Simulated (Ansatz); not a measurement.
# What a change does: geometry relaxation on SnBr$_{2}$

System: SnBr$_{2}$, multiplicity 3.
Method of run 1: UKS r2SCAN-D4/def2-TZVP (Ansatz 0.2.0).

The geometry: r2SCAN-D4/def2-TZVP start. Text and figures count atoms from 1; the logs count them from 0 in places.

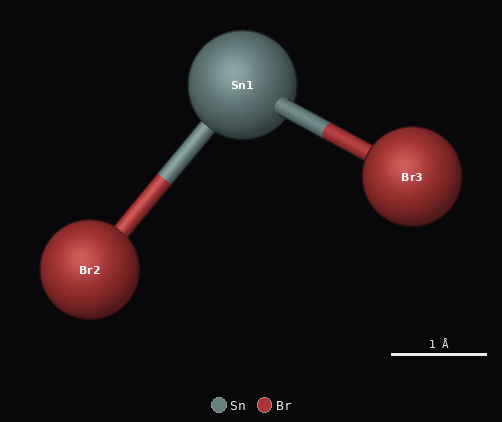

Figure 1. The input geometry (ball-and-stick view, seen at a tilt; atoms are numbered from 1 in the order of the input). Sticks mark near contacts. Bond lengths as drawn: Br–Sn 2.52 Å.

**Input file, run 1**
```yaml
crystal:
  periodic: [false, false, false]
  atoms:
    - {symbol: Sn, position_ang: [-0.492666, 0.444567, 0.864141]}
    - {symbol: Br, position_ang: [0.278448, -1.923464, 0.461428]}
    - {symbol: Br, position_ang: [0.214219, 1.478887, -1.325570]}
basis:
  gaussian: {orbitals: def2-TZVP}
magnetization: {spin_polarized: true, initial_magnetization: 2}
hamiltonian: {xc: r2scan, dispersion: d4}
scf: {lower_state_search: "off"}
output: {orbitals: {seedname: orbitals}}
relax: {f_tol: 0.02, max_steps: 100}
```

Command:
```bash
ansatz run in.yaml --threads 4 --pin off --events-out ev --progress --plain --max-ram 3916MiB
```

Hardware: 4 threads of Arm Neoverse V2, 23 GiB of memory available, shared host.

**Output, shortened to warnings, some set-up lines, iterations and results (run 1)**
```
[...]
mean field evaluation 1: about -145925.9012 eV, gradient 9.3e0 eV
mean field evaluation 2: about -145925.3972 eV, gradient 1.3e1 eV
mean field evaluation 4: about -145926.3786 eV, gradient 1.2e0 eV
mean field evaluation 8: about -145926.3375 eV, gradient 3.9e-2 eV
mean field evaluation 16: about -145926.3375 eV, gradient 7.4e-4 eV
relax step   1: F+E_penalty+E_count = -145926.36005870 eV  Δ(F+E_penalty+E_count) = +0.000e0 eV  max|allowed force component| = 4.402e-1 eV/Å  Δτ_max = 0.0000 Å  (19 SCF …
relax step   2: F+E_penalty+E_count = -145926.47506417 eV  Δ(F+E_penalty+E_count) = -1.150e-1 eV  max|allowed force component| = 2.506e-1 eV/Å  Δτ_max = 0.1950 Å  (26 SCF …
mean field evaluation 32: about -145926.4902 eV, gradient 4.0e0 eV
relax step   3: F+E_penalty+E_count = -145926.49055901 eV  Δ(F+E_penalty+E_count) = -1.549e-2 eV  max|allowed force component| = 4.385e-2 eV/Å  Δτ_max = 0.0792 Å  (21 SCF …
relax step   4: F+E_penalty+E_count = -145926.49120427 eV  Δ(F+E_penalty+E_count) = -6.453e-4 eV  max|allowed force component| = 9.601e-3 eV/Å  Δτ_max = 0.0165 Å  (22 SCF …
Total energy: -145926.49121950 eV, -5362.6996397884 hartree
Atom 0 at    -0.380215     0.343094     0.666900 Å, force    -0.001773     0.001600     0.003110 eV/Å
Atom 1 at     0.226290    -2.088206     0.673223 Å, force     0.001053    -0.009601     0.003067 eV/Å
Atom 2 at     0.153925     1.745103    -1.340124 Å, force     0.000721     0.008000    -0.006177 eV/Å
Dipole moment:    -0.129580     0.116930     0.227286 e Å
Checks for a lower state left out: stability, starts, cluster_reference, orbital_swaps, neighbouring_geometries, increment
```

The input of run 2 differs as follows (lines with − go, lines with + come):
```diff
-magnetization: {spin_polarized: true, initial_magnetization: 2}
+total_charge: 1
+magnetization: {spin_polarized: true, initial_magnetization: 1}
```

Predict how the results change.

The two differ by one electron: with each relaxed, removing it changes the energy by 6.99 eV. The HOMO goes from −4.48 to −12.81 eV. The LUMO goes from −6.10 to −11.65 eV.

**Output, shortened to warnings, some set-up lines, iterations and results (run 2)**
```
[...]
mean field evaluation 1: about -145914.8163 eV, gradient 2.6e1 eV
mean field evaluation 2: about -145879.8976 eV, gradient 7.9e1 eV
mean field evaluation 4: about -145918.9956 eV, gradient 7.1e0 eV
mean field evaluation 8: about -145919.2737 eV, gradient 1.1e-1 eV
mean field evaluation 16: about -145919.2738 eV, gradient 5.1e-4 eV
relax step   1: F+E_penalty+E_count = -145919.29521005 eV  Δ(F+E_penalty+E_count) = +0.000e0 eV  max|allowed force component| = 1.039e0 eV/Å  Δτ_max = 0.0000 Å  (19 SCF …
relax step   2: F+E_penalty+E_count = -145919.48494538 eV  Δ(F+E_penalty+E_count) = -1.897e-1 eV  max|allowed force component| = 2.231e-1 eV/Å  Δτ_max = 0.1947 Å  (26 SCF …
mean field evaluation 32: about -145919.5016 eV, gradient 3.4e0 eV
relax step   3: F+E_penalty+E_count = -145919.49801614 eV  Δ(F+E_penalty+E_count) = -1.307e-2 eV  max|allowed force component| = 3.548e-2 eV/Å  Δτ_max = 0.0634 Å  (22 SCF …
relax step   4: F+E_penalty+E_count = -145919.49870006 eV  Δ(F+E_penalty+E_count) = -6.839e-4 eV  max|allowed force component| = 2.153e-2 eV/Å  Δτ_max = 0.0205 Å  (23 SCF …
relax step   5: F+E_penalty+E_count = -145919.49874119 eV  Δ(F+E_penalty+E_count) = -4.113e-5 eV  max|allowed force component| = 8.119e-4 eV/Å  Δτ_max = 0.0014 Å  (16 SCF …
Total energy: -145919.49875306 eV, -5362.4426713861 hartree
Atom 0 at    -0.368342     0.332380     0.646075 Å, force    -0.000463     0.000418     0.000812 eV/Å
Atom 1 at     0.219314    -2.027782     0.654713 Å, force     0.000240    -0.000678    -0.000160 eV/Å
Atom 2 at     0.149029     1.695392    -1.300789 Å, force     0.000223     0.000260    -0.000652 eV/Å
Dipole moment:    -0.192237     0.173469     0.337186 e Å
Checks for a lower state left out: stability, starts, cluster_reference, orbital_swaps, neighbouring_geometries, increment
```

**The two runs side by side**

| quantity | run 1 | run 2 |
| --- | --- | --- |
| outcome | converged | converged |
| total energy (hartree) | −5362.699640 | −5362.442671 |
| HOMO (eV) | −4.48 | −12.81 |
| LUMO (eV) | −6.10 | −11.65 |
| dipole moment (D) | 1.38 | – |
| ⟨S²⟩ | 2.007 | 0.757 |
| largest force (eV/Å) | 0.010 | 0.001 |
| basis functions | 146 | 146 |
| wall time (shared host) | 15 s | 18 s |
